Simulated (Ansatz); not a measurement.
# BePd (Pm-3m): the cell at rest

Wanted: the relaxed cell of BePd (Pm-3m).

Calculated with Ansatz 0.2.0; DFT PBEsol, scalar-relativistic, plane waves, PAW.

### Step 1. Starting point

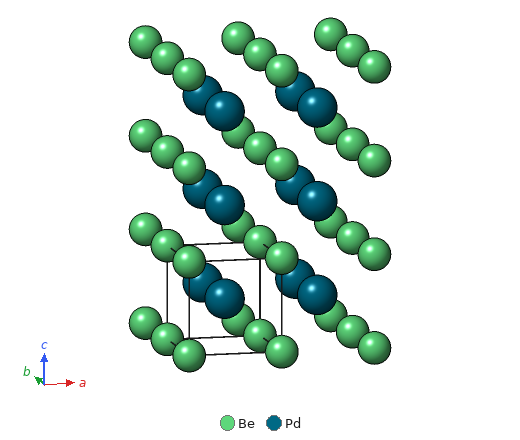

Start, viewed slightly off an axis; beryllium green, palladium blue. 2×2×3 cells are drawn. Some periodic images of atoms are drawn too.

### Step 2. A coarse first look

First a cheap look: the gap decides the mesh and the occupations, the pressure tells how far the cell has to move.

Contents of input.yaml:

```yaml
crystal:
  lattice:
    - [2.813, 0.0, 0.0]
    - [0.0, 2.813, 0.0]
    - [0.0, 0.0, 2.813]
  atoms:
    - { symbol: Be, position: [0.0, 0.0, 0.0] }
    - { symbol: Pd, position: [0.5, 0.5, 0.5] }
kpoints:
  mp_grid: { grid: [6, 6, 6] }
hamiltonian:
  xc: pbesol
scf:
  occupations: { method: gaussian, width: 0.1 }
output:
  forces: true
  stress: true
  eigenvalues: true
```

On the command line:

```console
> ansatz run input.yaml --threads 4 --pin off --max-ram 7168MiB --backend cpu --events-out ev --progress --plain --runs-dir out
```

Numbers of over 12 decimals in the logs are rounded to 6 here.

Output:

```text
Engine: ansatz 0.2.0, aarch64-unknown-linux-gnu
Pseudopotentials: kind: paw
Pseudopotential: Be, paw, valence charge 2, recommended cutoff 420 eV (normal), Be.paw.azcp
Pseudopotential: Pd, paw, valence charge 18, recommended cutoff 420 eV (normal), Pd.paw.azcp
Functional definition: PBEsol
  exchange = pbesol_x
  correlation = pbesol_c
Crystal: 2 atoms, lattice volume = 22.259 Å³
[...]
--- Band table (eV; the first three rows and the last of 20) ---
  k-point 0: bands = [... 6 lower, 11.1887, 14.4681, 14.4681, 14.4681, 22.1790, 22.1790, 22.1790, 31.0551]
  k-point 1: bands = [... 6 lower, 11.4513, 14.0026, 14.0026, 14.5032, 20.4793, 23.1334, 23.1334, 30.2355]
  k-point 2: bands = [... 6 lower, 11.9634, 13.2419, 13.2419, 14.5742, 17.9154, 25.3197, 25.3197, 28.8002]
  k-point 19: bands = [... 6 lower, 10.4020, 15.5782, 15.5782, 21.5553, 22.3656, 22.3656, 22.3656, 23.5491]
[key lines of the parts left out:]
SCF converged after 6 iterations
Free energy (F): -6998.215731 eV
Fermi energy:    16.745148 eV
P = ⅓ Tr σ = -2.7900 GPa (-27.900 kbar)
```

It took 0.72 s on 4 threads of Arm Neoverse V1, shared host; peak memory 0.22 GiB; 0.86 s of CPU time.

Numbers from this step:

| Quantity | Value |
| --- | --- |
| pressure | -2.790 GPa |
| volume per atom | 11.13 Å³ |
| gap on the k-mesh | 0 eV |

The coarse mesh shows no gap and a pressure of -2.8 GPa.

### Step 3. Relaxation

The cell and atoms are relaxed, since residual forces and stress would shift the frequencies.

input.yaml, the sections that differ from step 2:

```yaml
kpoints:
  mp_grid: { grid: [14, 14, 14] }
relax:
  adjacent_minimum: "off"
  f_tol: 0.005
  max_steps: 80
  cell: { stress_tol: 0.05 }
# crystal, hamiltonian, scf, output: as in step 2
```

Output:

```text
[...]
Crystal: 2 atoms, lattice volume = 22.259 Å³
Basis set: ecut = 420 eV, 461 PW (Γ), exchange–correlation on 40×40×40 points (8 copies of the dense FFT grid, shifted against one another)
Bands: 14, of which v1, the nominal top of the filled ones, is band 10 counted from 1 (9 counted from 0)
Symmetry: 48 space group operations
[...]
k-points: 120 of 2744
[...]
SCF iter   1: F=—  HF=-6998.249837 eV  |F-HF|=—  |Δ(HF+E_count)|=         —  Δρ=9.17e-3  dr2=1.90e-2  ethr=1.77e-3  ⟨swp⟩=5.0  Hψ=9528  notcnv=0
[...]
SCF iter   6: F=-6998.245237 eV  HF=-6998.245237 eV  |F-HF|=0.00e0  |Δ(HF+E_count)|=  2.54e-10  Δρ=1.15e-7  dr2=9.98e-13  ethr=2.42e-12  ⟨swp⟩=1.4  Hψ=5185  notcnv=0
SCF 1 converged in 6 iterations: F = -6998.245237 eV  dr2 = 9.98e-13
[...]
relax step   1: F+E_penalty+E_count = -6998.24523749 eV  Δ(F+E_penalty+E_count) = +0.000e0 eV  max|allowed force component| = 4.174e-30 eV/Å  Δτ_max = 0.0000 Å  P = -3.038 GPa  Ω = 22.259 Å³  (6 SCF iters, dr2 threshold 1.00e-7 eV, accepted)
Crystal: 2 atoms, lattice volume = 21.828 Å³
Basis set: ecut = 420 eV, 437 PW (Γ), exchange–correlation on 40×40×40 points (8 copies of the dense FFT grid, shifted against one another)
[...]
iter 1 solved again at ethr=4.07e-5 eV; its pass at ethr=3.10e-3 eV (dr2=8.14e-3 eV) is discarded
[...]
SCF iter   6: F=-6998.248742 eV  HF=-6998.248742 eV  |F-HF|=1.82e-12  |Δ(HF+E_count)|=  2.71e-10  Δρ=1.81e-7  dr2=2.02e-12  ethr=8.15e-12  ⟨swp⟩=1.3  Hψ=4955  notcnv=0
SCF 2 converged in 6 iterations: F = -6998.248742 eV  dr2 = 2.02e-12
relax step   2: F+E_penalty+E_count = -6998.24874208 eV  Δ(F+E_penalty+E_count) = -3.505e-3 eV  max|allowed force component| = 4.667e-30 eV/Å  Δτ_max = 0.0000 Å  P = +0.585 GPa  Ω = 21.828 Å³  energy of the carried Pulay correction = +1.155e-4 eV  (6 SCF iters, dr2 threshold 2.00e-7 eV, accepted)
Crystal: 2 atoms, lattice volume = 21.897 Å³
[...]
SCF iter   6: F=-6998.248845 eV  HF=-6998.248845 eV  |F-HF|=9.09e-13  |Δ(HF+E_count)|=  9.09e-13  Δρ=2.34e-8  dr2=2.46e-14  ethr=1.00e-12  ⟨swp⟩=1.0  Hψ=3840  notcnv=0
SCF 3 converged in 6 iterations: F = -6998.248845 eV  dr2 = 2.46e-14
relax step   3: F+E_penalty+E_count = -6998.24884457 eV  Δ(F+E_penalty+E_count) = -1.025e-4 eV  max|allowed force component| = 1.058e-29 eV/Å  Δτ_max = 0.0000 Å  P = -0.017 GPa  Ω = 21.897 Å³  energy of the carried Pulay correction = +9.699e-5 eV  (6 SCF iters, dr2 threshold 2.00e-7 eV, accepted)
[...]
SCF iter   9: F=-6998.248748 eV  HF=-6998.248748 eV  |F-HF|=1.82e-12  |Δ(HF+E_count)|=  1.82e-12  Δρ=1.69e-11  dr2=3.22e-20  ethr=1.00e-12  ⟨swp⟩=1.0  Hψ=3840  notcnv=0
SCF 4 converged in 9 iterations: F = -6998.248748 eV  dr2 = 3.22e-20
relax step   4: F+E_penalty+E_count = -6998.24874776 eV  Δ(F+E_penalty+E_count) = +9.681e-5 eV  max|allowed force component| = 2.638e-30 eV/Å  Δτ_max = 0.0000 Å  P = -0.013 GPa  Ω = 21.897 Å³  stress off target by 1.35e-2 GPa  SCF on the basis re-selected at this cell (its energy is not comparable with the rows above)  (9 SCF iters)
basis re-selected at this cell: Δ(F+E_penalty+E_count) = +9.681e-5 eV, ΔP = +0.004 GPa vs the last step (what re-selecting the basis moved, of the pressure what is left beyond the Pulay correction that the steps carried, after the strain that the cell walked since its last selection, with what the two solves' SCF thresholds leave and, on support functions, any second-order correction that the steps lacked; it is no m [...]
SCF converged after 9 iterations
Free energy (F): -6998.248748 eV
[...]
Internal energy: -6998.244225 eV  (E = F + TS)
E sigma→0 (E₀):  -6998.246487 eV
Entropy (-TS):   -0.004522 eV (-2.261 meV/atom)
Fermi energy:    17.163862 eV
[...]
--- Stress (GPa, compression-positive) ---
       -0.013467      -0.000000      -0.000000
       -0.000000      -0.013467      -0.000000
       -0.000000      -0.000000      -0.013467
  P = ⅓ Tr σ = -0.0135 GPa (-0.135 kbar)
--- Band table (eV; the first three rows and the last of 120) ---
  k-point 0: bands = [... 6 lower, 11.4332, 14.8010, 14.8010, 14.8010, 22.5570, 22.5570, 22.5570, 31.5393]
  k-point 1: bands = [... 6 lower, 11.4860, 14.6993, 14.6993, 14.8082, 22.1736, 22.7491, 22.7491, 31.3607]
  k-point 2: bands = [... 6 lower, 11.6361, 14.4324, 14.4324, 14.8282, 21.2327, 23.2879, 23.2879, 30.8821]
  k-point 119: bands = [... 6 lower, 10.6291, 15.9416, 15.9416, 21.9762, 22.7693, 22.7693, 22.7693, 23.9993]
--- Relaxed structure (3 steps of the walk, 3 accepted, 1 SCFs on fresh bases) ---
  F+E_penalty+E_count = -6998.24874776 eV   max|allowed force component| = 2.638e-30 eV/Å   (the final SCF, on the basis selected at the relaxed cell)
  cell:  # Å, volume = 21.8965 Å³
    - [2.797639, 0, 0]
    - [0, 2.797639, 0]
    - [0, 0, 2.797639]
  atoms:
    - { symbol: Be, position: [0, 0, 0] }
    - { symbol: Pd, position: [0.5, 0.5, 0.5] }
```

It took 2.8 s on 4 threads; peak memory 0.27 GiB; 9.6 s of CPU time.

The steps of the relaxation:

```
step  energy less that of the first step (eV)  largest force component (eV/Å)  pressure (GPa)  volume (Å³)
   1                                   0.0000                          0.0000           -3.04        22.26
   2                                  -0.0035                          0.0000            0.59        21.83
   3                                  -0.0036                          0.0000           -0.02        21.90
  4*                                  -0.0035                          0.0000           -0.01        21.90
```

Relaxation steps marked * repeat the geometry before them on a plane-wave basis chosen anew for their cell, so energy and pressure can jump there.

Forces are held to the 48 operations that the run works with; a distortion that breaks them can't arise in this run.

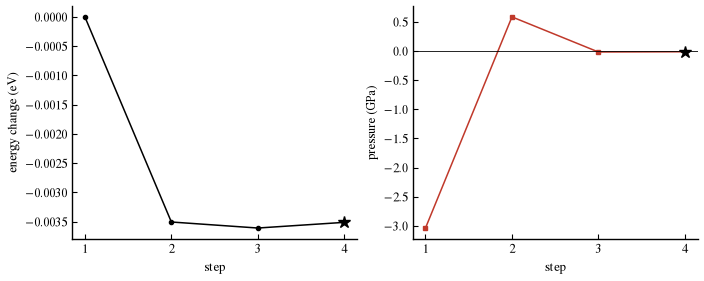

Energy and pressure along the relaxation. Stars mark steps on a basis chosen anew.

```
conventional cell, symmetrised  before  after  change
                         a (Å)   2.813  2.798  -0.5 %
                         b (Å)   2.813  2.798  -0.5 %
                         c (Å)   2.813  2.798  -0.5 %
              volume (Å³/atom)   11.13  10.95  -1.6 %
```

Final coordinates:

```xyz
2
Lattice="2.7976 0.0000 0.0000 0.0000 2.7976 0.0000 0.0000 0.0000 2.7976" Properties=species:S:1:pos:R:3 pbc="T T T"
Be    0.0000    0.0000    0.0000
Pd    1.3988    1.3988    1.3988
```

This step gave:

* pressure: -0.01347 GPa
* volume per atom: 10.95 Å³

In this step the volume went from 11.13 to 10.95 Å³/atom.

### Step 4. Relaxing to small forces for the phonons

Phonons need a cell at rest on their own settings, so the relaxation is repeated with tight tolerances on forces and stress on the k mesh and occupations of the first response run.

Contents of input.yaml:

```yaml
crystal:
  lattice:
    - [2.7976391317, 0.0, 0.0]
    - [0.0, 2.7976391317, 0.0]
    - [0.0, 0.0, 2.7976391317]
  atoms:
    - { symbol: Be, position: [0.0, 0.0, 0.0] }
    - { symbol: Pd, position: [0.5, 0.5, 0.5] }
kpoints:
  mp_grid: { grid: [16, 16, 16] }
hamiltonian:
  xc: pbesol
scf:
  occupations: { method: methfessel_paxton, width: 0.15 }
output:
  forces: true
  stress: true
  eigenvalues: true
  write_density: true
  write_potential: true
  elf: true
  volumetric_format: npy
relax:
  adjacent_minimum: "off"
  f_tol: 0.001
  max_steps: 60
  cell: { stress_tol: 0.01 }
```

Output:

```text
[...]
Crystal: 2 atoms, lattice volume = 21.897 Å³
Basis set: ecut = 420 eV, 437 PW (Γ), exchange–correlation on 40×40×40 points (8 copies of the dense FFT grid, shifted against one another)
Bands: 14, of which v1, the nominal top of the filled ones, is band 10 counted from 1 (9 counted from 0)
Symmetry: 48 space group operations
[...]
k-points: 165 of 4096
[...]
k-point 164: bands = [... 6 lower, 10.6298, 15.9432, 15.9432, 21.9758, 22.7696, 22.7696, 22.7696, 23.9996]
--- Relaxed structure (1 steps of the walk, 1 accepted, 1 SCFs on fresh bases) ---
[...]
cell:  # Å, volume = 21.8965 Å³
    - [2.7976391317, 0.0, 0.0]
    - [0.0, 2.7976391317, 0.0]
    - [0.0, 0.0, 2.7976391317]
  atoms:
    - { symbol: Be, position: [0.0, 0.0, 0.0] }
    - { symbol: Pd, position: [0.500000, 0.500000, 0.500000] }
[key lines of the parts left out:]
SCF converged after 6 iterations
Free energy (F): -6998.246168 eV
Fermi energy:    17.175831 eV
P = ⅓ Tr σ = -0.0025 GPa (-0.025 kbar)
```

Run time: 2.1 s. Hardware: 4 threads; peak memory 0.3 GiB.

Little changed from the start: no atom moved by 0.005 Å and no cell edge by 0.1 %.

Numbers from this step:

* pressure: -0.002519 GPa

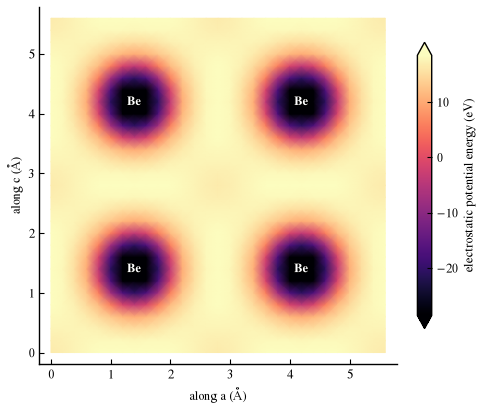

Electrostatic potential energy in the ac plane at fractional y = 0.000, with atoms of Be within 0.2 Å of it. With pseudopotentials it is smooth inside the atoms' cores, unlike the true potential. The map starts off the cell's origin, so that atoms lie inside it.

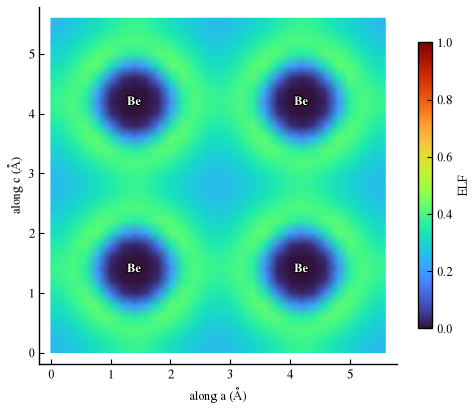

ELF in the ac plane at fractional y = 0.000, with atoms of Be within 0.2 Å of it. It is the smooth field of the valence electrons, not physical close to the nuclei. The map starts off the cell's origin, so that atoms lie inside it.

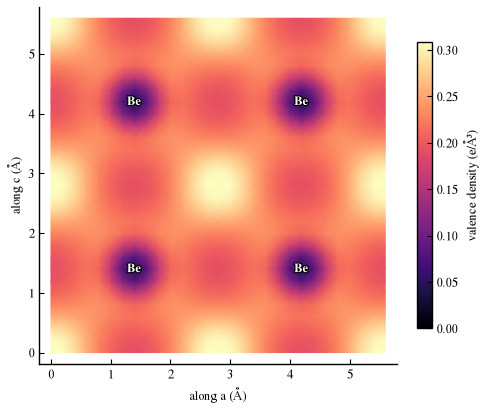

Valence density in the ac plane at fractional y = 0.000, with atoms of Be within 0.2 Å of it. It is the smooth field of the valence electrons, not physical close to the nuclei. The map starts off the cell's origin, so that atoms lie inside it.

The forces vanish by symmetry and the pressure is -0.003 GPa, within the tolerances set. The cell now holds 10.95 Å³/atom.

### Step 5. Summary of results

```
space group after relaxation (within 0.01 Å) : Pm-3m
lattice constant a                           : 2.798 Å
lattice constant b                           : 2.798 Å
lattice constant c                           : 2.798 Å
volume per atom                              : 10.9 Å³
```

In words: The forces vanish by symmetry and the pressure is -0.003 GPa, within the tolerances set. The cell now holds 10.95 Å³/atom. The relaxation keeps the symmetry of its start, so it says nothing on stability against lower symmetry.

[Logs are printed without paths, hosts, clocks, repeated set-up lines and the standing remarks that a program may print on its own settings, such as how far it seeks lower states.]

[Hosts, paths, dates, database ids (printed as entryN), source tags and the programs' standing remarks are cut or masked in the printed files.]
